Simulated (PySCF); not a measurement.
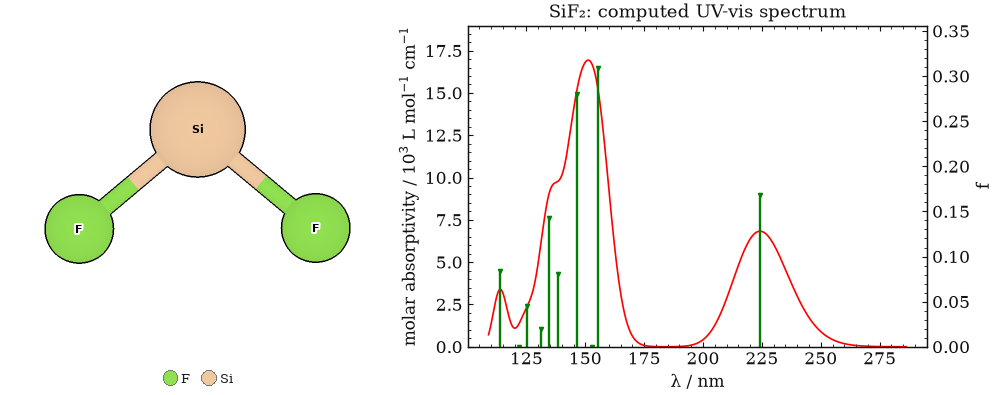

Computed absorption of SiF₂ (silicon difluoride), SMILES F[Si]F. Vertical TDDFT excitations, ωB97X-D/def2-SVPD with PySCF 2.14.0, at a PBE0-D3(BJ)/def2-SVP geometry (no frequency check), gas phase. The lowest 10 singlet states are shown; each is broadened by a Gaussian of 1/e half-width 0.40 eV. Sticks give oscillator strengths (right axis).

Where is the lowest singlet, and is it bright?

Answer. S1 lies at 5.53 eV (224 nm) with f = 0.169, mainly HOMO → LUMO (98 %); it is bright.

Does any vertical transition fall in the visible?

Answer. No singlet lies below 3.1 eV (beyond 400 nm), so at this level no vertical transition falls in the visible.

Caveats: states above the negative HOMO energy depend on the basis; core orbitals are frozen in the response.
